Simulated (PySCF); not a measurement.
C6H6BF (SMILES FC1=CC=CC=CB1)

Input file:

```
{"job": {"kind": "nmr", "xc": "PBE0", "basis": "pcSseg-1"}, "charge": 0, "multiplicity": 1}
F      2.015749     2.186435    -0.200983
C      1.074965     1.203890    -0.109745
C      1.622726    -0.044274    -0.019592
C      0.957096    -1.277695     0.080857
C     -0.381885    -1.556176     0.113231
C     -1.495647    -0.691665     0.067881
C     -1.526047     0.671025    -0.024476
B     -0.379111     1.661521    -0.116771
H      2.706954    -0.094584    -0.028849
H      1.614691    -2.137204     0.138414
H     -0.633121    -2.608214     0.189377
H     -2.449160    -1.210467     0.117093
H     -2.529655     1.086660    -0.033897
H     -0.598234     2.810276    -0.194705
```

Command:

```sh
OMP_NUM_THREADS=1 python probes_run.py task.json out
```

Geometry: GFN2-xTB.

Level of theory: PySCF 2.14.0, PBE0/pcSseg-1, SCF density, gas phase, non-relativistic.

> What can the converged electron density and electron localisation function tell about the bonding?

C–F (1.36 Å): ρ at the midpoint is about 2.2 e/Å³, with its minimum of 1.7 e/Å³ about 0.5 Å from C; the ELF peaks at about 0.85 between the atoms (a shared but strongly polarised pair).
C–C (1.37 Å): the density is about 2.2 e/Å³ at the midpoint; the ELF peaks at about 0.95 between the atoms; localised, covalent bonding.
C–B (1.52 Å): ρ at the midpoint is about 1.5 e/Å³; the ELF peaks at about 0.95 between the atoms, as expected for localised, covalent bonding.
C–H (1.08 Å): ρ at the midpoint is about 2 e/Å³; the ELF climbs to about 1 towards the hydrogen, as it does in any bond to H: a covalent bond by its length.

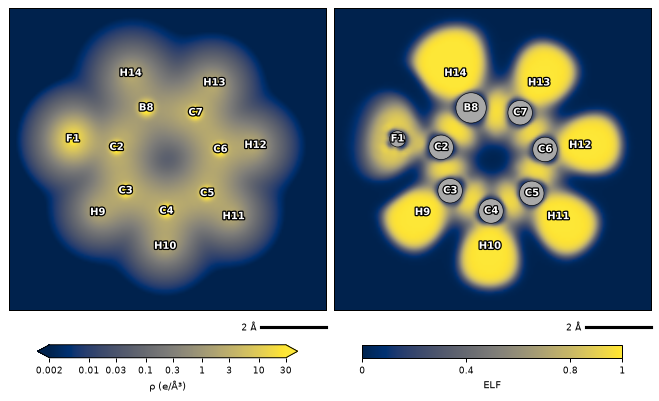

Computed electron density and electron localisation function on the molecular plane, in this order. Grey discs cover the atomic cores in the ELF map. 
